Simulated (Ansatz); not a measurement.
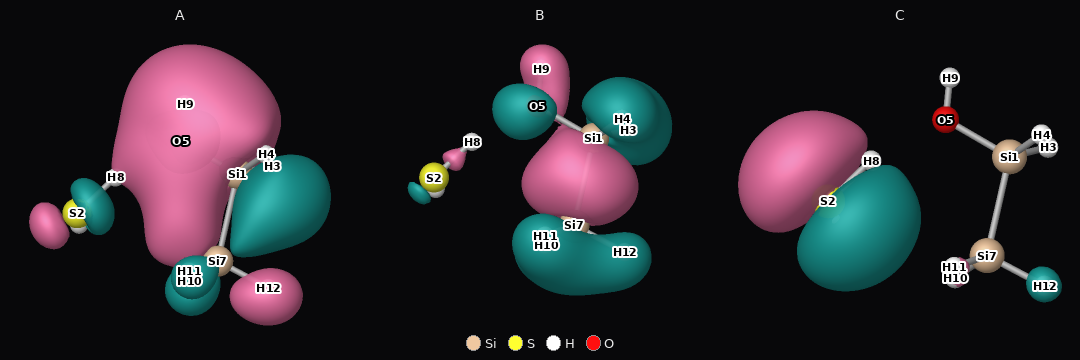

Figure. H6OSi2···H2S. Three frontier orbitals at ±0.06 Å⁻³ᐟ² (teal and pink are the two phases), in no order.

Theory: RKS BLYP-D4/cc-pVDZ (Ansatz).

```json
{"atom": "Si", "x (Å)": "0.0168", "y (Å)": "-0.5817", "z (Å)": "-1.3781"}
{"atom": "S", "x (Å)": "1.2723", "y (Å)": "1.5536", "z (Å)": "2.1821"}
{"atom": "H", "x (Å)": "-0.8942", "y (Å)": "-0.1170", "z (Å)": "-2.4912"}
{"atom": "H", "x (Å)": "0.7045", "y (Å)": "-1.8419", "z (Å)": "-1.8502"}
{"atom": "O", "x (Å)": "1.1873", "y (Å)": "0.6399", "z (Å)": "-1.0252"}
{"atom": "H", "x (Å)": "0.3126", "y (Å)": "2.4999", "z (Å)": "1.9471"}
{"atom": "Si", "x (Å)": "-1.2248", "y (Å)": "-0.9888", "z (Å)": "0.5931"}
{"atom": "H", "x (Å)": "1.4079", "y (Å)": "1.2881", "z (Å)": "0.8385"}
{"atom": "H", "x (Å)": "1.7834", "y (Å)": "0.8626", "z (Å)": "-1.7684"}
{"atom": "H", "x (Å)": "-1.9027", "y (Å)": "0.2603", "z (Å)": "1.0784"}
{"atom": "H", "x (Å)": "-0.3761", "y (Å)": "-1.5877", "z (Å)": "1.6754"}
{"atom": "H", "x (Å)": "-2.2869", "y (Å)": "-1.9873", "z (Å)": "0.1985"}
```

Which picture is the HOMO−1, the HOMO and the LUMO?

Answer. B is the HOMO−1 (−6.95 eV). It lies mainly on Si1 (about 30 %), Si7 (about 30 %), H3 (about 10 %) and O5 (about 10 %). C is the HOMO (−5.38 eV). Its weight (Hirshfeld) is mainly on S2 (about 90 %); largely a lone pair of S2. A is the LUMO (−0.99 eV). By Hirshfeld shares it lies mainly on Si1 (about 40 %), Si7 (about 15 %), O5 (about 15 %) and H9 (about 15 %).

What is the HOMO–LUMO gap?

Answer. 4.39 eV between the orbital energies.
